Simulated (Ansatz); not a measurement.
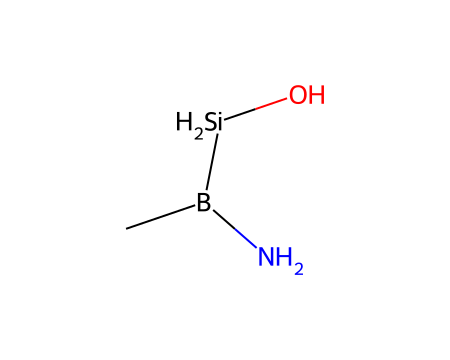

Figure made from data computed with Ansatz.

A structural formula.

### Give its SMILES.

CB(N)[SiH2]O

### Give the formula, hydrogens included.

CH8BNOSi.

### An optimisation with PBE0-D4/def2-TZVP gave a structure of which point group?

C1. Other conformers may differ.
